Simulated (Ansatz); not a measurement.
**C2H8AlNS (SMILES C[N](C)[AlH][SH]): density, localisation and related maps**

Input

```
crystal:
  periodic: [false, false, false]
  atoms:
    - {symbol: C, position_ang: [-0.112269, 0.715030, 1.140433]}
    - {symbol: N, position_ang: [0.111013, -0.200965, 0.051649]}
    - {symbol: C, position_ang: [0.801007, -1.396266, 0.480238]}
    - {symbol: Al, position_ang: [-0.362701, 0.018283, -1.640297]}
    - {symbol: S, position_ang: [-1.407672, 1.811901, -2.336748]}
    - {symbol: H, position_ang: [-0.719629, 0.257907, 1.934522]}
    - {symbol: H, position_ang: [0.833977, 1.036196, 1.598584]}
    - {symbol: H, position_ang: [-0.634981, 1.612479, 0.802745]}
    - {symbol: H, position_ang: [0.229601, -1.939043, 1.246519]}
    - {symbol: H, position_ang: [1.784767, -1.161712, 0.910948]}
    - {symbol: H, position_ang: [0.959453, -2.076260, -0.360680]}
    - {symbol: H, position_ang: [-0.023004, -1.113584, -2.683246]}
    - {symbol: H, position_ang: [-1.439265, 2.401435, -1.129868]}
basis:
  gaussian: {orbitals: def2-TZVPP}
hamiltonian: {xc: pbe0, dispersion: d4}
output: {orbitals: {seedname: orbitals}}
```

Launched as:

```sh
ansatz run in.yaml --threads 2 --pin off --events-out ev --progress --plain --max-ram 32768MiB --backend cuda --devices 0, --max-vram 18GiB
```

Geometry: PBE0-D4/def2-TZVP.

These are results of RKS PBE0-D4/def2-TZVPP in Ansatz 0.2.0, not measurements.

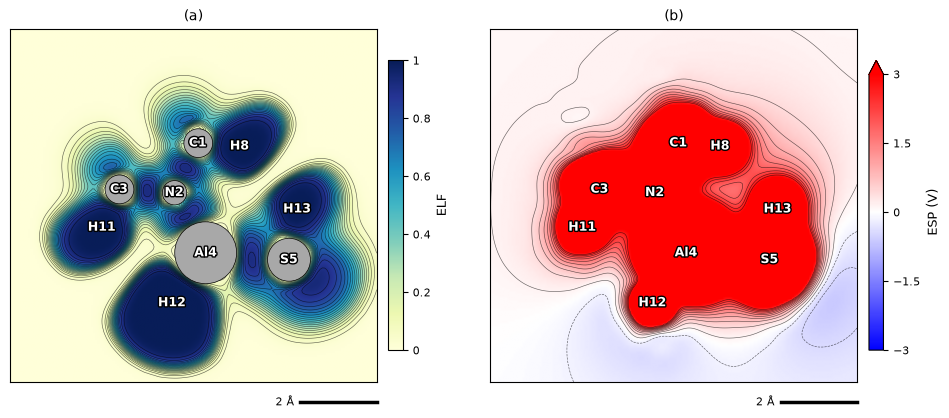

Figure 1. (a) electron localisation function; (b) molecular electrostatic potential on the plane of atoms N2, Al4 and H12. Grey discs cover the atomic cores in the ELF map.

What do the fields say about this system?

Answer.
- The plane passes through C, N, Al, S and H nuclei.
- C–N (1.44 Å): the ELF peaks at about 0.90 between the atoms (a shared electron pair).
- Al–N (1.77 Å): the ELF peaks at about 0.90 between the atoms, as expected for a polar covalent bond.
- Al–S (2.19 Å): the ELF peaks at about 0.90 in the valence shell of S, 1.0 Å from its nucleus, and is about 0.90 at the midpoint.
- C–H (1.09 Å): the ELF climbs to about 1 towards the hydrogen, as it does in any bond to H: an ordinary covalent bond to hydrogen.
- S–H (1.34 Å): the ELF climbs to about 1 towards the hydrogen.
- The ELF also peaks beside S5, away from the bonds: lone-pair regions.
- Outside the dense part of the molecule the potential is most negative (−0.6 V) near S5.

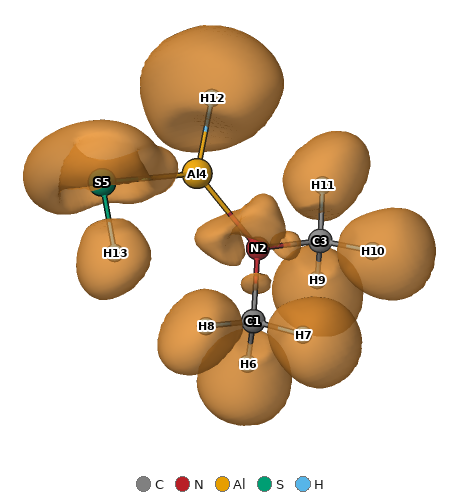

Figure 2. Isosurface of the electron localisation function at 0.85 (orange), seen at a tilt. Core shells and regions of very low density are left out.

Identify the bonds, lone pairs and shells in this picture.

Answer. The surface consists of two regions between bonded C–N atoms (shared pairs), eight regions around hydrogen nuclei, one lobe of the valence shell of N pointing towards Al and one region on S in which the atom's valence shell and bonds are merged.

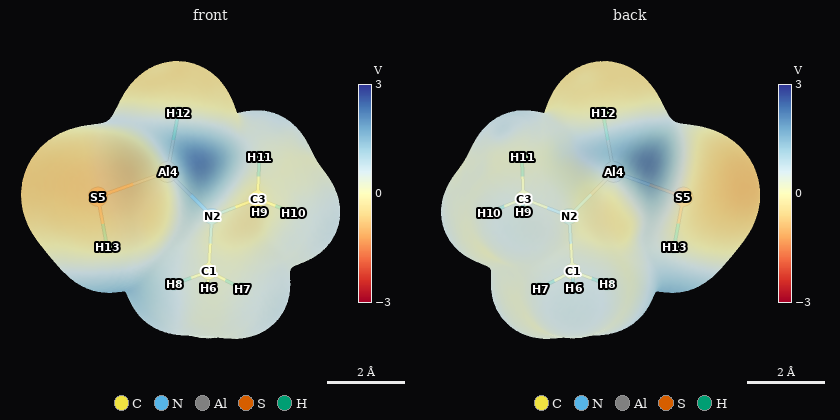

Figure 3. The molecular electrostatic potential painted on the density surface at 0.002 e/bohr³, seen from the front and from behind; the colour scale runs from red (negative) to blue (positive).

Where is the surface potential most negative and most positive?

Answer. The most negative region (about −0.8 V) lies over S5, the most positive (about +2.2 V) over Al4.
